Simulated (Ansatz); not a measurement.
Consider SiSn2.

The calculation's input:

```
crystal:
  lattice:
    - [3.2742241232, 0.0, 0.0]
    - [-1.6371120616, 2.8355612684, 0.0]
    - [0.0, 0.0, 15.7357739191]
  atoms:
    - { symbol: Si, position: [0.3333333333, 0.6666666667, 0.6564980057] }
    - { symbol: Si, position: [0.3333333333, 0.6666666667, 0.3435019943] }
    - { symbol: Sn, position: [0.6666666667, 0.3333333333, 0.8038175843] }
    - { symbol: Sn, position: [0.6666666667, 0.3333333333, 0.1961824157] }
    - { symbol: Sn, position: [0.6666666667, 0.3333333333, 0.5] }
    - { symbol: Sn, position: [0.3333333333, 0.6666666667, 0.0] }
basis:
  ecutwfc: 420
kpoints:
  mp_grid: { grid: [12, 12, 4] }
hamiltonian:
  xc: pbe
scf:
  occupations: { method: gaussian, width: 0.1 }
output:
  forces: true
  stress: true
  eigenvalues: true
  write_density: true
  write_potential: true
  elf: true
  volumetric_format: npy
relax:
  adjacent_minimum: "off"
  f_tol: 0.01
  max_steps: 80
  cell: { stress_tol: 0.05 }
```

Command:

```sh
ansatz run input.yaml --threads 1 --pin off --max-ram 2560MiB --backend cpu --events-out ev --progress --plain --runs-dir out
```

Below, planes, directions and counts refer to the conventional cell (a = 3.27 Å, b = 3.27 Å, c = 15.49 Å, α = 90.00°, β = 90.00°, γ = 120.00°).

The fields are those of the run's last geometry, not of the input's.

Space group P-6m2; a structure generated by program, which may or may not match a known phase.

Computed with Ansatz 0.2.0, DFT PBE, scalar-relativistic, plane waves, PAW.

Q: What will maps of the valence pseudo-density and electron localisation function show?

A: Si–Sn (3.02 Å): the density is about 0.21 e/Å³ at the midpoint; the ELF peaks at about 0.80 in the valence shell of Si, 0.9 Å from its nucleus, and drops to about 0.30 between the two atoms.
Si–Sn (3.09 Å): the density is about 0.19 e/Å³ at the midpoint; the ELF peaks at about 0.80 in the valence shell of Si, 0.9 Å from its nucleus, and drops to about 0.30 between the two atoms.

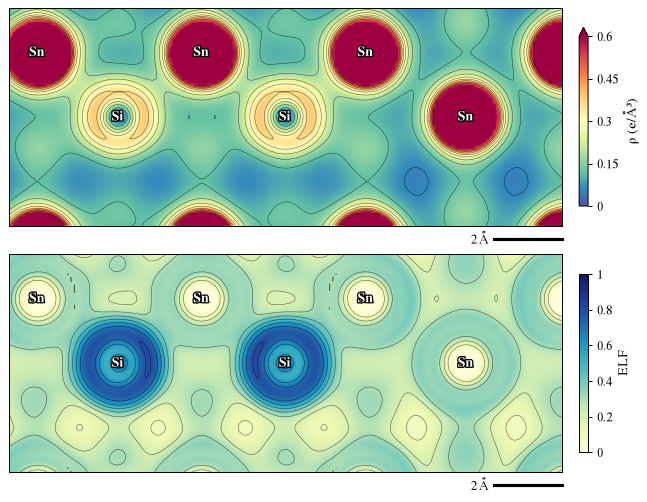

Computed valence pseudo-density and electron localisation function on the (110) plane of the conventional cell, in this order. 
